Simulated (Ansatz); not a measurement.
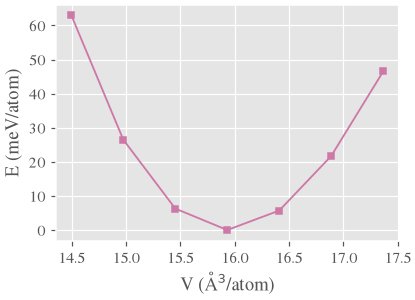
Figure. YC (rock salt, space group No. 225) under volume change, PBEsol (plane waves, PAW; program Ansatz), scaled uniformly.

Task: What does a third-order Birch–Murnaghan fit give for V₀, B₀ and B′?

Result: V₀ = 15.93 Å³/atom, B₀ = 133 GPa, B′ = 4.0.

Space group Fm-3m (rock salt). The start of the workflow was typed in or built on a structure type; the Crystallography Open Database copy checked does not list it. Its standing as an ambient phase is unchecked. The PBEsol relaxation kept the symmetry of its start; whether a distortion lowers the energy is not shown. No spin polarisation was allowed.

Potentials: the later of the program's two PAW sets.
